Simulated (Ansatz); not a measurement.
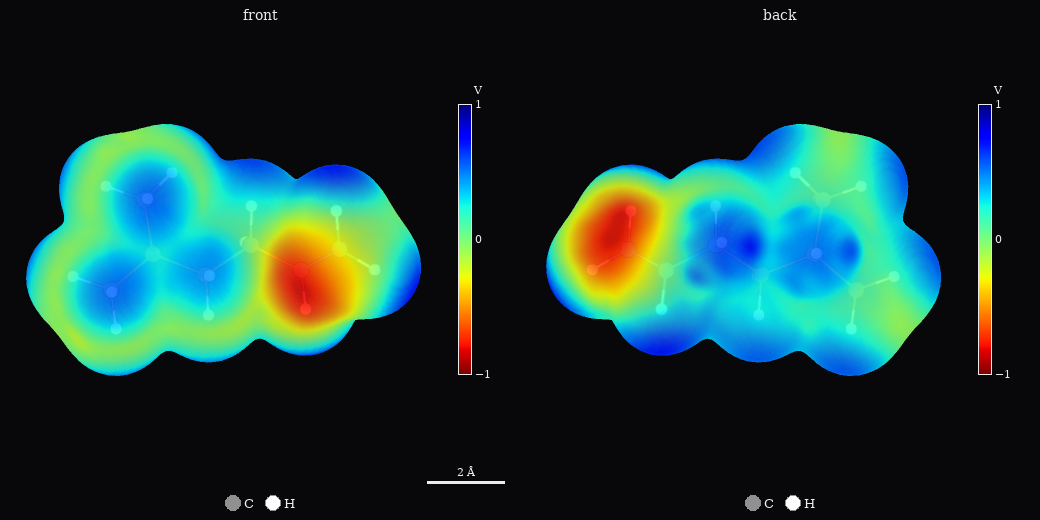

Figure. C7H14 (SMILES C=CCCC(C)C). The molecular electrostatic potential painted on the density surface at 0.002 e/bohr³, seen from the front and from behind; the colour scale runs from red (negative) to blue (positive).

Geometry: PBE0-D4/def2-TZVP.

These are results of RKS PBE0-D4/def2-TZVPP (Ansatz), not measurements.

Input

```
crystal:
  periodic: [false, false, false]
  atoms:
    - {symbol: C, position_ang: [1.601264, -2.662559, -1.644574]}
    - {symbol: C, position_ang: [0.997655, -1.493296, -1.803835]}
    - {symbol: C, position_ang: [0.975577, -0.392683, -0.797357]}
    - {symbol: C, position_ang: [-0.441081, -0.048030, -0.346634]}
    - {symbol: C, position_ang: [-0.541662, 1.167702, 0.570149]}
    - {symbol: C, position_ang: [-2.000577, 1.512377, 0.831485]}
    - {symbol: C, position_ang: [0.201346, 0.963068, 1.883007]}
    - {symbol: H, position_ang: [1.571686, -3.427957, -2.411447]}
    - {symbol: H, position_ang: [2.150931, -2.895272, -0.737276]}
    - {symbol: H, position_ang: [0.453588, -1.303808, -2.728595]}
    - {symbol: H, position_ang: [1.594410, -0.674691, 0.058904]}
    - {symbol: H, position_ang: [1.430536, 0.506348, -1.234658]}
    - {symbol: H, position_ang: [-1.059485, 0.129571, -1.234655]}
    - {symbol: H, position_ang: [-0.879209, -0.918237, 0.157948]}
    - {symbol: H, position_ang: [-0.080316, 2.016712, 0.047046]}
    - {symbol: H, position_ang: [-2.092999, 2.404470, 1.456227]}
    - {symbol: H, position_ang: [-2.504436, 0.690729, 1.350690]}
    - {symbol: H, position_ang: [-2.540532, 1.696546, -0.100962]}
    - {symbol: H, position_ang: [1.269208, 0.794104, 1.730910]}
    - {symbol: H, position_ang: [-0.201242, 0.098786, 2.421683]}
    - {symbol: H, position_ang: [0.095329, 1.836111, 2.531925]}
basis:
  gaussian: {orbitals: def2-TZVPP}
hamiltonian: {xc: pbe0, dispersion: d4}
output: {orbitals: {seedname: orbitals}}
```

Command:

```sh
ansatz run in.yaml --threads 2 --pin off --events-out ev --progress --plain --max-ram 32768MiB --backend cuda --devices 0, --max-vram 18GiB
```

Where is the surface potential most negative and most positive?

The most negative region (about −0.8 V, or −18 kcal/mol for a unit charge) lies over the π face of C1 and C2, the most positive (about +0.7 V, or +16 kcal/mol for a unit charge) over H8, H9, H10 and H12.
